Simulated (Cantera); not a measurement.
Feed: 1 mol Pb, 0.037 mol O2, 0.24 mol H2, at 1330 Pa.

Cantera equilibrium calculation (NASA polynomials, part measured and part estimated; ideal gas, pure solids and liquids). Candidate condensed phases: H2O, Pb, PbO, PbO2, Pb3O4; 12 gas species. Rates play no part.

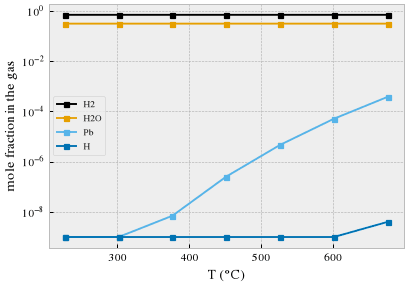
Figure. Equilibrium gas composition (values under 1e-9 drawn at 1e-9)

From 227 °C to 302 °C the condensed part is Pb(s). From 377 °C to 677 °C the condensed part is Pb(l).
